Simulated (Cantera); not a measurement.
Input: 1 mol CH₃SiH₃, 0.51 mol C₃H₈, 16 mol H₂, 0.056 mol CH₄, held at 6.90 mbar.

Equilibrium computed with Cantera from the NASA thermochemical tables; the gas is ideal and each condensed phase is pure. Candidate condensed phases: C, C₆H₆, C₇H₈, C₈H₁₈, Si, SiC; 87 gas species. The feed counts by its element totals alone. Gases not in the tables: Si₂H₆ and higher silanes. The numbers say what is thermodynamically allowed, not how fast it happens.

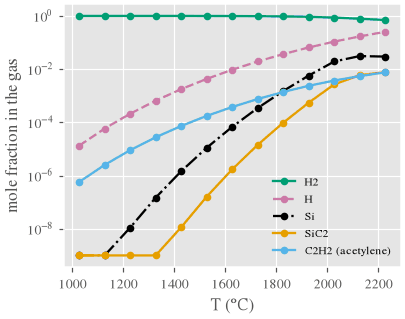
Equilibrium gas composition (values under 1e-9 drawn at 1e-9)

Problem. Read off the mole fractions at 2127 °C.

Solution. H₂ about 0.79, H about 0.17, Si about 0.031, SiC₂ about 0.0060, C₂H₂ (acetylene) about 0.0055.
